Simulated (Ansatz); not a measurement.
# GeH₄O₃···HF: what the fields show

```csv
atom,x (Å),y (Å),z (Å)
Ge,-0.8506,0.2411,0.3658
F,2.3087,0.1062,-0.3520
O,0.4082,0.4092,1.5747
O,-1.4481,-1.4176,0.1930
O,0.0004,0.6585,-1.1916
H,1.5408,0.3734,-0.8655
H,-2.0456,1.1569,0.6017
H,1.2898,0.3079,1.1584
H,-0.8075,-2.0808,0.4878
H,-0.3963,0.2454,-1.9722
```

Level of theory: Ansatz, RKS B3LYP-D4/def2-SVP.

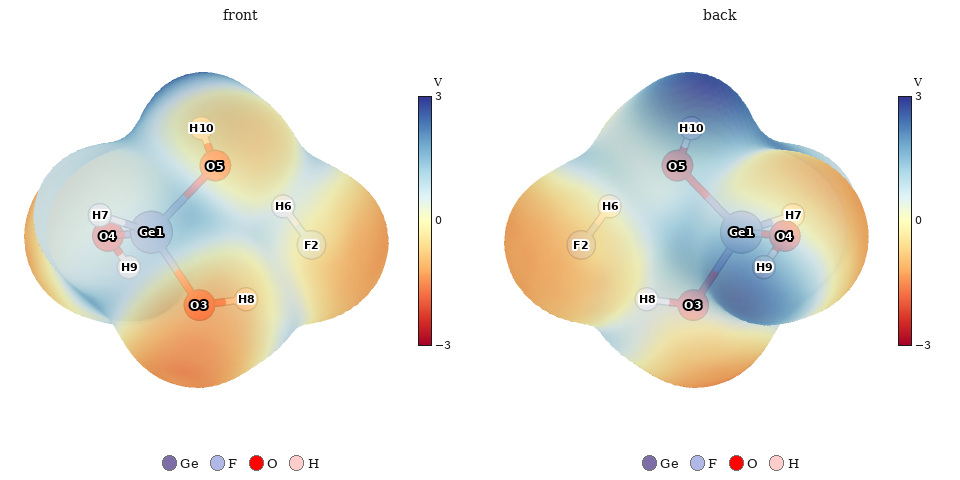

Figure 1. The molecular electrostatic potential painted on the density surface at 0.002 e/bohr³, seen from the front and from behind; red is negative and blue positive.

Describe the electrostatic potential map.

Answer. The most negative region (about −1.5 V) lies over O3, the most positive (about +2.8 V) over H10. O3 is the likeliest acceptor of a hydrogen bond.

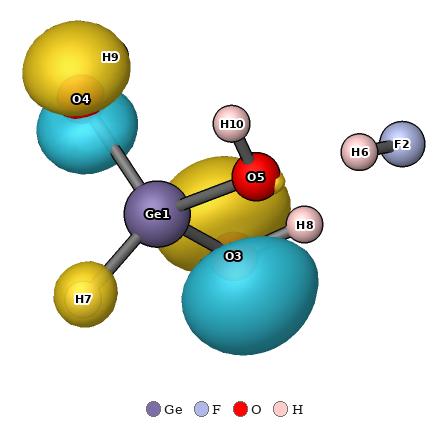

Figure 2. The HOMO at ±0.15 Å⁻³ᐟ² (yellow and cyan are the two phases), seen from one side.

Describe this orbital and give its energy.

Answer. Its weight (Hirshfeld) is mainly on O3 (about 60 %), O4 (about 20 %) and Ge1 (about 10 %). Its energy is −8.56 eV.

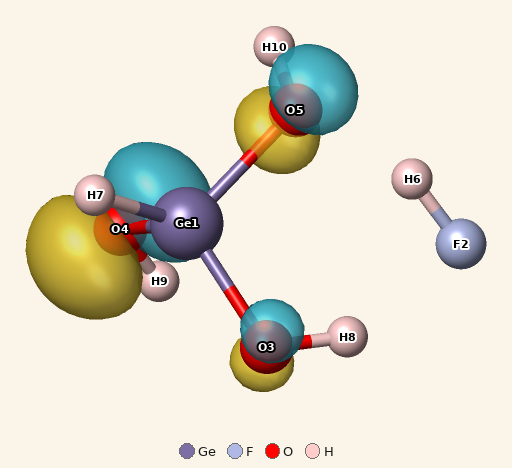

Figure 3. The HOMO−1 at ±0.2 Å⁻³ᐟ² (yellow and cyan are the two phases), seen across its widest extent.

Where does this orbital lie, and at what energy?

Answer. By Hirshfeld shares it lies mainly on O4 (about 60 %), O5 (about 15 %), Ge1 (about 10 %) and O3 (about 5 %). Its energy is −8.93 eV.
